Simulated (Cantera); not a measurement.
A closed system holds: 1 mol AlCl3, 2 mol HCl, 14 mol N2, 11 mol H2O, equilibrated at 0.133 bar.

Cantera equilibrium calculation (NASA polynomials, part measured and part estimated; ideal gas, pure solids and liquids). Candidate condensed phases: Al, AlCl3, AlN, Al2O3, H2O, NH4Cl; 45 gas species. Gases not in the tables: Al(OH)3. Equilibrium is a limit: real reactors are often held back by kinetics, nucleation or transport.

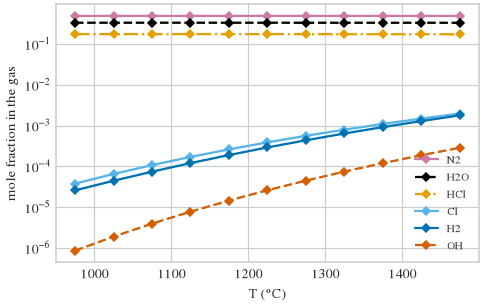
Fig. 1. Equilibrium gas composition (values under 1e-9 drawn at 1e-9)

From 975 °C to 1475 °C the condensed part is Al2O3(s).
